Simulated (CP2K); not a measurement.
**CH8BFSi2 (SMILES FB([SiH3])C[SiH3]): a first try and a second**

Aim: the energy of CH8BFSi2 at GFN2-xTB.

The calculation is run with CP2K 2026.2.

2 further runs of the same task are left out: 2 set aside as unsound or not needed.

## (1) Starting point

The species is CH8BFSi2 (13 atoms), meant as a singlet with charge 0. As SMILES, `FB([SiH3])C[SiH3]`. The shape is that of a PBE0-D4/def2-TZVP optimisation. This is one conformer, not always the lowest.

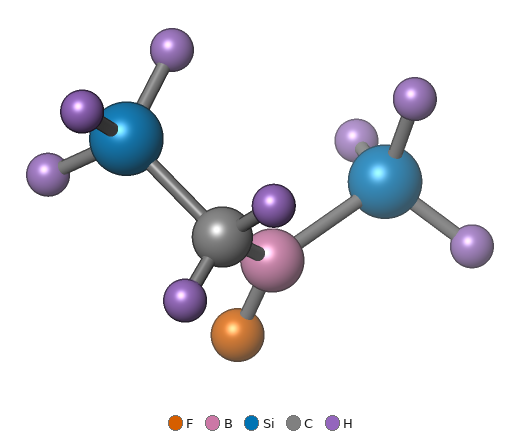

The structure, seen from a chosen angle (fluorine orange, boron pink, silicon blue, carbon grey, hydrogen purple).

## (2) Try one

The input, molecule.xyz:

```xyz
13

F     -2.069600     0.020500     0.884500
B     -0.783600     0.290500     0.651200
Si     0.547000    -0.231900     2.109800
C     -0.400200     0.913200    -0.709800
Si     0.101700    -0.460800    -1.907100
H      0.242900     0.508700     3.366700
H      1.946200     0.083900     1.710200
H      0.460500    -1.689300     2.405500
H      0.480200     1.558800    -0.634400
H     -1.226700     1.460300    -1.175000
H     -1.046200    -1.368000    -2.163100
H      0.549300     0.135200    -3.192100
H      1.218700    -1.255800    -1.331700
```

The input, calc.inp:

```
&GLOBAL
 PROJECT_NAME calc
 RUN_TYPE ENERGY
 PRINT_LEVEL MEDIUM
&END GLOBAL

&FORCE_EVAL
 METHOD QUICKSTEP
 &DFT
  &QUICKSTEP
   METHOD XTB
   EPS_DEFAULT 1.0E-10
   &XTB
    GFN_TYPE TBLITE
    &TBLITE
     METHOD GFN2
    &END TBLITE
    CHECK_ATOMIC_CHARGES F
   &END XTB
  &END QS
  &POISSON
   PERIODIC NONE
   POISSON_SOLVER ANALYTIC
  &END POISSON
  ! self-consistent field
  &SCF
   SCF_GUESS ATOMIC
   EPS_SCF 1.0E-06
   MAX_SCF 150
   ADDED_MOS 8
   &DIAGONALIZATION
    ALGORITHM STANDARD
   &END DIAGONALIZATION
   &MIXING
    METHOD DIRECT_P_MIXING
    ALPHA 0.4
   &END MIXING
  &END SCF
  &PRINT
   &MOMENTS
    PERIODIC F
    REFERENCE COM
    MAX_MOMENT 1
   &END MOMENTS
   &MO ON
    ENERGIES T
    OCCUPATION_NUMBERS T
    NDIGITS 6
    &EACH
     QS_SCF 0
    &END EACH
    ADD_LAST NUMERIC
   &END MO
   &HIRSHFELD OFF
   &END HIRSHFELD
  &END PRINT
 &END DFT
 ! atoms, cell and kinds
 &SUBSYS
  ! box in angstrom
  &CELL
   ABC 12 11.2 14.6
   PERIODIC NONE
  &END CELL
  &TOPOLOGY
   COORD_FILE_NAME molecule.xyz
   COORD_FILE_FORMAT XYZ
   &CENTER_COORDINATES
   &END CENTER_COORDINATES
  &END TOPOLOGY
 &END SUBSYS
&END FORCE_EVAL
```

Started as:

```bash
$ OMP_NUM_THREADS=1 cp2k.psmp -i calc.inp > calc.out 2>&1
```

Output:

```text
Possible matches for unknown subsection

 QUICKSTEP

   keyword UKS in section %__ROOT__%FORCE_EVAL%DFT score:  104
   keyword MULTIP in section %__ROOT__%FORCE_EVAL%DFT score:  104
   keyword ROKS in section %__ROOT__%FORCE_EVAL%DFT score:  103
   enum MULLIKEN in section %__ROOT__%FORCE_EVAL%DFT for keyword PLUS_U_METHOD score:  103
   keyword SUBCELLS in section %__ROOT__%FORCE_EVAL%DFT score:  103

 *******************************************************************************
 *   ___                                                                       *
 *  /   \                                                                      *
 * [ABORT]                                                                     *
 *  \___/               unknown subsection QUICKSTEP of section DFT            *
 *    |                                                                        *
 *  O/|                                                                        *
 * /| |                                                                        *
 * / \                                               input/input_parsing.F:192 *
 *******************************************************************************

 ===== Routine Calling Stack =====

            4 section_vals_parse
            3 section_vals_parse
            2 section_vals_parse
            1 read_input

Program received signal SIGABRT: Process abort signal.

Backtrace for this error:
#0  0x54b17870f957 in ???
#1  0x54b198fc4cac in __pthread_kill_implementation
#2  0x54b198f6bfb7 in raise
#3  0x54b198f55d37 in abort
#4  0x54b178de2d83 in ???
#5  0x54b178de4297 in ???
#6  0x54b178f53e77 in ???
#7  0x54b178f538f7 in ???
#8  0x54b178f538f7 in ???
#9  0x54b178829807 in ???
#10  0x54b179094e8b in ???
#11  0x54b179099d0b in ???
#12  0x54b1787b0db3 in ???
#13  0x54b1787aef13 in ???
#14  0x54b198f56573 in __libc_start_call_main
#15  0x54b198f56657 in __libc_start_main_impl
#16  0x54b1787af06f in ???
#17  0xffffffffffffffff in ???
```

It took 0.3 s on 1 thread of Arm Neoverse V1, shared host.

## (3) What went wrong

The program refused the input.

The log says `\___/               unknown subsection QUICKSTEP of section DFT`. The fault: unknown section.

## (4) Try two

molecule.xyz is that of step 2.

The input, run.inp:

```
&FORCE_EVAL
 METHOD QUICKSTEP
 &DFT
  &QS
   METHOD XTB
   EPS_DEFAULT 1.0E-10
   &XTB
    GFN_TYPE TBLITE
    &TBLITE
     METHOD GFN2
    &END TBLITE
    CHECK_ATOMIC_CHARGES F
   &END XTB
  &END QS
  &POISSON
   PERIODIC NONE
   POISSON_SOLVER ANALYTIC
  &END POISSON
  ! SCF settings
  &SCF
   SCF_GUESS ATOMIC
   EPS_SCF 1.0E-06
   MAX_SCF 150
   ADDED_MOS 8
   MAX_DIIS 8
   &DIAGONALIZATION
    ALGORITHM STANDARD
   &END DIAGONALIZATION
   &MIXING
    METHOD DIRECT_P_MIXING
    ALPHA 0.4
   &END MIXING
  &END SCF
  &PRINT
   &MOMENTS
    PERIODIC F
    REFERENCE COM
    MAX_MOMENT 1
   &END MOMENTS
   &MO ON
    ENERGIES T
    OCCUPATION_NUMBERS T
    NDIGITS 6
    &EACH
     QS_SCF 0
    &END EACH
    ADD_LAST NUMERIC
   &END MO
   &HIRSHFELD OFF
   &END HIRSHFELD
  &END PRINT
 &END DFT
 &SUBSYS
  ! vacuum box
  &CELL
   ABC 12 11.2 14.6
   PERIODIC NONE
  &END CELL
  &TOPOLOGY
   COORD_FILE_NAME molecule.xyz
   COORD_FILE_FORMAT XYZ
   &CENTER_COORDINATES
   &END CENTER_COORDINATES
  &END TOPOLOGY
 &END SUBSYS
&END FORCE_EVAL

&GLOBAL
 PROJECT run
 RUN_TYPE ENERGY
 PRINT_LEVEL MEDIUM
&END GLOBAL
```

Started as:

```bash
$ OMP_NUM_THREADS=1 cp2k.psmp -i run.inp -o run.out
```

Output:

```text
CP2K| version string:                                       CP2K version 2026.2
[...]
 GLOBAL| Method name                                                        CP2K
[...]
 GLOBAL| Run type                                                         ENERGY
[...]
                             - Atoms:                                         13
[...]
                             - Spherical basis functions:                     38
[...]
 Number of electrons:                                                         30
[...]
  *** SCF run converged in    15 steps ***
[...]
  Fermi energy:                                                -0.27995606412649
[...]
 TB_DIPOLE| Moment [Debye]          1.40041865       0.05644189      -1.43251466
 TB_DIPOLE| Derivative [a.u.]       0.00000000       0.00000000       0.00000000
[...]
 ENERGY| Total FORCE_EVAL ( QS ) energy [hartree]            -15.668026060931666
[...]
```

It took 0.27 s on 1 thread of Arm Neoverse V1, shared host.

## (5) What came out

Level: GFN2-xTB.

| quantity | value |
| --- | --- |
| total energy | -15.66803 Eh |
| dipole moment (from atomic charges alone) | 2.00 D |
| HOMO energy | -10.00 eV |
| LUMO energy | -6.72 eV |
| HOMO–LUMO gap | 3.27 eV |

In words: The dipole comes from point charges on the atoms alone, without atomic dipoles, so it is partial.
